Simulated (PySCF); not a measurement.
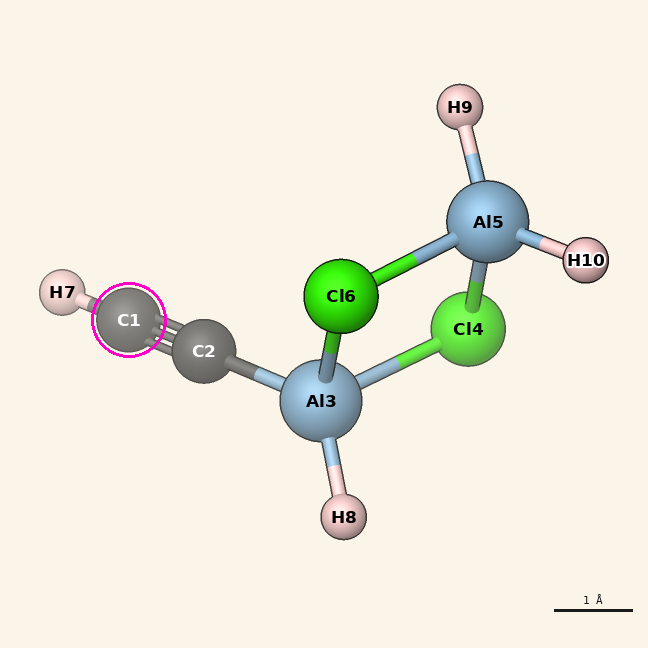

Orthographic view. Atoms fade into the background with distance from the viewer. Computed geometry: PBE0-D3(BJ)/def2-SVP optimisation. No frequency run is at hand to confirm it as a minimum.

**Which atoms are bonded to the circled atom?**

The circled atom is C1; it is bonded to C2, H7.

**What is the shortest path along bonds from the circled atom to Cl4?**

C1–C2–Al3–Cl4, 3 bonds; through space the two are 4.42 Å apart.

**Of Cl4 and Al5, which is nearer the viewer?**

Al5; the bond to Cl4 points away from the viewer, so it looks shorter than its 2.32 Å.

**Which atom is farthest from the viewer?**

H7, 2.1 Å behind the mean position.
